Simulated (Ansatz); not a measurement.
Input file:

```
crystal:
  periodic: [false, false, false]
  atoms:
    - {symbol: O, position_ang: [0.123035, -0.216238, -2.491066]}
    - {symbol: O, position_ang: [-2.093683, -1.005020, -2.550952]}
    - {symbol: P, position_ang: [-0.878992, -0.818412, -3.720006]}
    - {symbol: Si, position_ang: [-1.091732, -0.402691, -1.321217]}
    - {symbol: H, position_ang: [-1.562992, 0.877227, -0.735231]}
    - {symbol: H, position_ang: [-0.765646, -1.398880, -0.270061]}
basis:
  gaussian: {orbitals: def2-TZVPD}
magnetization: {spin_polarized: true, initial_magnetization: 1}
hamiltonian: {xc: pbe0}
output: {forces: true, orbitals: {seedname: orbitals}}
```

Launched as:

```sh
ansatz run input.yaml --threads 1 --pin off --max-ram 2610MiB --events-out events.jsonl --progress --plain --runs-dir runs
```

Geometry: PBE0-D3(BJ)/def2-SVP.

Method: Ansatz 0.2.0, isolated molecule in a Gaussian basis; Kohn-Sham density functional theory, functional PBE0.

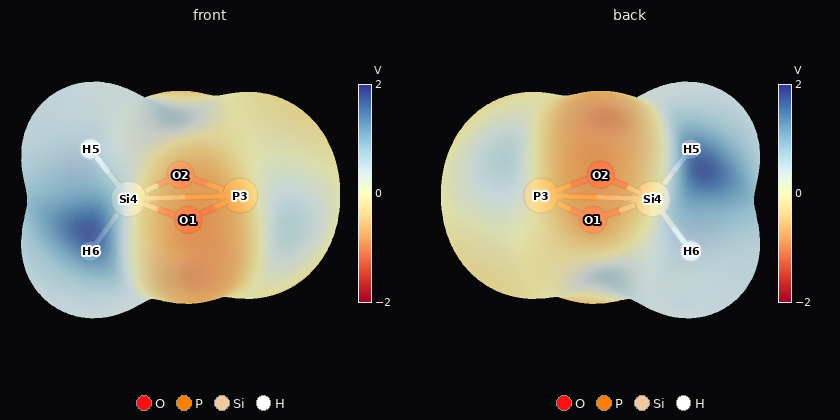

H₂O₂PSi (doublet). The electrostatic potential painted on the density surface at 0.001 e/bohr³, seen from the front and from behind; red is negative and blue positive.

Which sites attract a positive test charge, and which a negative one?

Answer. A positive charge is drawn to the negative regions and a negative charge to the positive ones. The most negative region (about −0.9 V) lies over O1 and O2, the most positive (about +1.8 V) over Si4.

What dipole moment does the calculation give?

Answer. Its dipole moment is 1.44 D.
